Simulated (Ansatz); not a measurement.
The parent structure is LiH in the rock salt structure (space group Fm-3m, No. 225; a = 4.005 Å). Axes: x, y, z lie along the cube axes.

Now apply this change: strain tensor (xx, yy, zz, yz, xz, xy) = (+0.40, +0.56, −0.01, +0.59, +0.70, +1.82) %, atoms relaxed at fixed cell.

The values are results of r2SCAN in Ansatz (plane waves to 500 eV, PAW, spin-orbit coupling left out), not measurements.

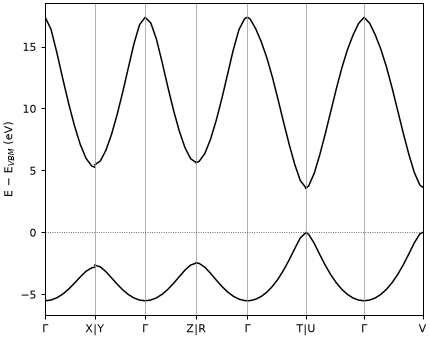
Fig. 1. Highest valence and lowest conduction band along the path of the changed cell's own zone

The gap is 3.58 eV, indirect, V → U; the base has 3.63 eV.

Stability against distortions was not tested. Labels are those of the standard path for the cell's own space group.

Ansatz is a quantum-chemistry and plane-wave program.
